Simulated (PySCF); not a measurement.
Si(F)(SiH3)3, H9FSi4, SMILES F[Si]([SiH3])([SiH3])[SiH3] at its CAM-B3LYP/def2-SVP optimised geometry (Å):

```
14

F      0.8170     1.5062    -1.3612
Si     0.2727     0.7648     0.0000
Si     1.0787     1.9726     1.8485
Si    -2.0769     0.7834    -0.0633
Si     1.1023    -1.4344     0.0000
H      2.5677     1.9888     1.8578
H      0.5952     1.3106     3.0941
H      0.5759     3.3741     1.8211
H     -2.5760     0.0554    -1.2628
H     -2.5897     0.1050     1.1615
H     -2.5915     2.1806    -0.0918
H      0.6147    -2.1806    -1.1930
H      2.5915    -1.4344     0.0000
H      0.6194    -2.1235     1.2311
```

Calculation: PySCF 2.14.0 with CAM-B3LYP/def2-TZVP.

Map of the Laplacian of the electron density (e/bohr⁵) on the plane z = 0.8 Å:

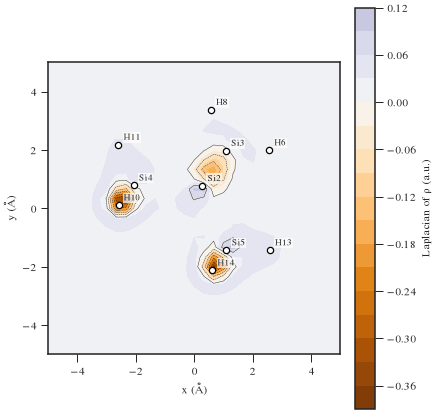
Figure. Laplacian of the electron density (e/bohr⁵) on the plane z = 0.8 Å.
